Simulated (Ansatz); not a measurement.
Three curves of one kind of scan: energy against volume (even scaling of the relaxed cell, symmetry kept). Computed with r2SCAN (plane waves to 500 eV, PAW, scalar-relativistic; Ansatz, a quantum-chemistry and plane-wave program). Each is measured from its own zero (the relaxed starting cell). 

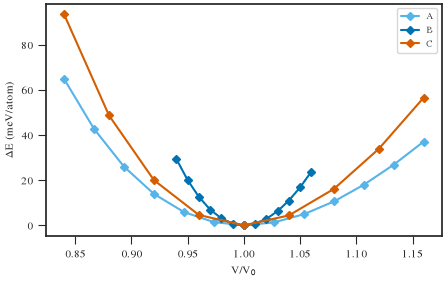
Figure: Curves A, B and C.

```csv
V/V₀,ΔE (meV/atom)
0.840,64.9
0.893,26.0
0.947,5.9
1.000,0.0
1.053,4.9
1.107,18.0
1.160,37.1
```

Problem. Which curve does this table belong to?

Solution. Curve A, which is K$_{4}$BeAs$_{2}$ (space group R-3m). The others: B is TiO$_{2}$ (space group Pbcn); C is Mg (hcp, Mg type).

All were relaxed with their symmetry unable to fall. TiO2 is run without spin polarisation.

(Under strain, the slope of the energy per volume gives the stress and its curvature an elastic modulus.)
